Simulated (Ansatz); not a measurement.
The starting structures come from a database of crystals and need not be the phases stable at ambient conditions.

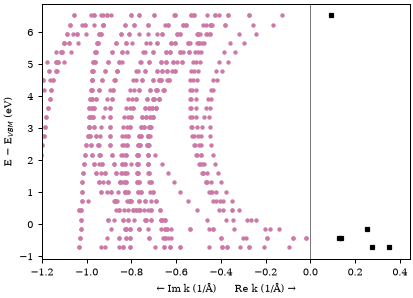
Fig. 1. Complex bands at the centre of the two-dimensional zone; r2SCAN run with Ansatz (a program for electronic structure)

The gap is the functional's own. No spin-orbit coupling. Mid-gap values are interpolated on the energy grid.

Problem. This is Ca₃(PO₄)₂ (R-3m, not sure to be the ambient phase, 13 atoms a cell, 11.3 Å³ an atom, 2 GPa at this level) along the normal of (110). Read off the slowest decay at the centre of the two-dimensional zone at 3.04 eV, the computed energy nearest the middle of the gap.

Solution. κ ≈ 0.45 1/Å, a decay length 1/(2κ) of the density of 1.1 Å.
